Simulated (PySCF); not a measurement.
Consider C5H14NSi (SMILES CC(C)(C)CN[SiH2]) (doublet).

Input file:

```
{"job": {"kind": "epr", "basis": "pcH-1"}, "charge": 0, "multiplicity": 2}
C     -0.238405    -1.418697     0.344595
C     -0.680952    -0.028861    -0.109651
C     -1.217286     0.758908     1.087831
C     -1.784369    -0.165715    -1.161632
C      0.508899     0.722904    -0.755491
N      1.571862     1.099581     0.131282
Si     2.892661     0.081047     0.571595
H      0.070285    -2.017285    -0.509496
H      0.606016    -1.345486     1.030301
H     -1.053171    -1.932982     0.849763
H     -2.114179     0.283284     1.479255
H     -0.480025     0.798021     1.887301
H     -1.471513     1.776813     0.796195
H     -2.151809     0.812341    -1.465620
H     -2.620500    -0.735948    -0.762672
H     -1.409548    -0.679675    -2.044116
H      0.121250     1.629343    -1.238083
H      0.938194     0.087747    -1.534624
H      1.285748     1.809592     0.787461
H      3.386639    -0.524226    -0.660376
H      3.831282     0.947280     1.275712
```

Command:

```sh
OMP_NUM_THREADS=1 python probes_run.py task.json out
```

Geometry: GFN2-xTB.

These are results of UKS B3LYP, pcH-1 on C H N Si, non-relativistic, mean-field spin-orbit, GIAO (PySCF 2.14.0, density-fitted response routines), not measurements.

Q: What can the converged electron density, electron localisation function and spin density tell about the bonding?

A: C–N (1.43 Å): ρ at the midpoint is about 1.9 e/Å³; the ELF peaks at about 0.90 between the atoms; localised, covalent bonding.
C–C (1.53 Å): ρ is about 1.6 e/Å³ halfway; the ELF peaks at about 0.95 between the atoms: a covalent bond.
C–H (1.09 Å): ρ at the midpoint is about 2 e/Å³; the ELF climbs to about 1 towards the hydrogen, as it does in any bond to H (a covalent bond by its length).
The unpaired spin (1 electron) lies mostly on Si7 (about 0.7) and N6 (about 0.2), in electrons by Hirshfeld's partition.

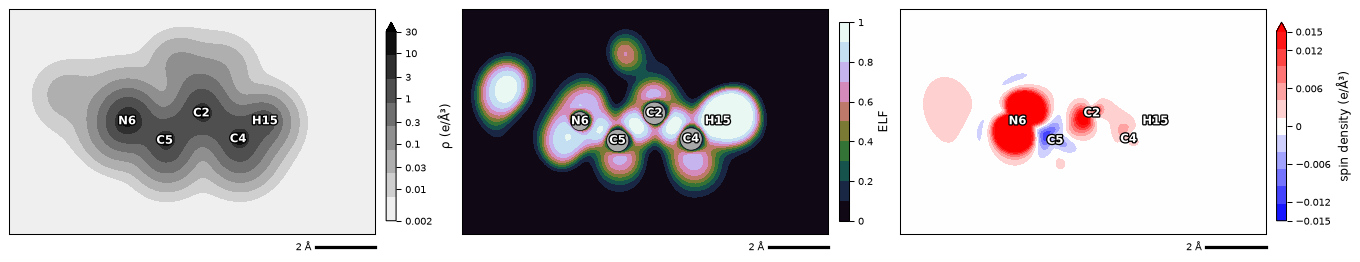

Computed electron density, electron localisation function and spin density on the plane of atoms C2, C5 and N6, in this order. Grey discs cover the atomic cores in the ELF map. 
